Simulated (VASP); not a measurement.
Band structure of W (bcc). Calculation: r2SCAN meta-GGA, VASP's PBE PAW potentials (set 64) (plane waves; VASP).

Unless said otherwise, spin-orbit coupling is left out, though it shifts the bands of the heavy elements here.

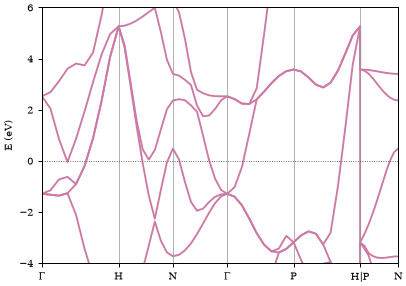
Figure. Bands along high-symmetry lines, zero at the valence-band maximum or, without a gap, the Fermi level

Q: Read the plot: is there a gap, and where are the band edges?

A: It has no gap at this level: it comes out as a metal or semimetal.

The compound is W in the bcc structure. It was relaxed first.
